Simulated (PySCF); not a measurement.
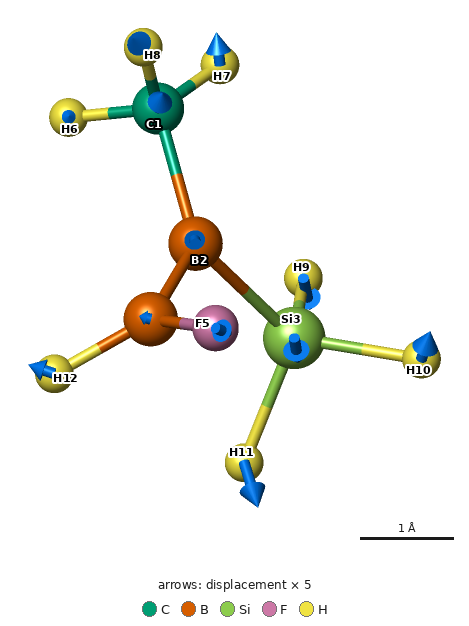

A relaxation of CH₇B₂FSi. The starting structure is drawn; blue arrows show the displacements, magnified 5 times. The two geometries are superimposed by the best rigid fit.

Style: ball-and-stick. Shown from a free direction.

The start comes from GFN2-xTB. Its atoms were then displaced at random by about 0.01 Å.

The calculation used PBE0-D3(BJ)/def2-SVP geometry optimisation, gas phase (PySCF 2.14.0, density-fitted response routines). 

Which element moves most?

Answer. Hydrogen: up to 0.13 Å, against 0.10 Å for silicon.

Describe the change and its energy.

Answer. The atom that moves furthest after the best rigid fit is an H atom (0.13 Å). Largest moves by element: H 0.13 Å, Si 0.10 Å, C 0.07 Å, F 0.06 Å, B 0.05 Å. Among the contacts that change: B–Si 1.964 → 2.033 Å, B–B 1.631 → 1.684 Å, H–Si 1.460 → 1.502 Å, C–H 1.067 → 1.100 Å. Among the angles between lasting bonds that change: B–Si–H 113.6° → 106.7°, H–Si–H 103.4° → 108.3°, C–B–Si 115.7° → 120.0°. Over 5 geometry steps the energy falls by 0.186 eV. The run took 25 s on 1 thread of Arm Neoverse V1, with other jobs on the host.
